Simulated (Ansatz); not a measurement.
**A computed series for TiS2: pressure series**

The reference is TiS2 in the CdI2 type structure (space group P-3m1, No. 164; a = 3.361 Å, c = 5.522 Å; layered, stacked along the Cartesian z axis).

Cell and atoms are relaxed at each pressure.

All numbers come from PBE-D3(BJ) (Ansatz, a quantum-chemistry and plane-wave program, PAW, spin-orbit coupling left out).

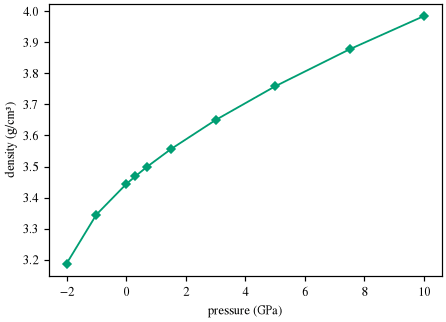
Figure. Density against pressure

| pressure (GPa) | density |
|---|---|
| -2 | 3.19 g/cm³ |
| -1 | 3.34 g/cm³ |
| 0.3 | 3.47 g/cm³ |
| 0.7 | 3.50 g/cm³ |
| 1.5 | 3.56 g/cm³ |
| 3 | 3.65 g/cm³ |
| 5 | 3.76 g/cm³ |
| 7.5 | 3.88 g/cm³ |
| 10 | 3.98 g/cm³ |

Load acts through the strain it causes; cell and atoms are relaxed under it. Stability against distortions was not tested. No other phases were tried under pressure. The base started in P3m1 and relaxed to P-3m1 at this level. The final runs are not spin-polarised.
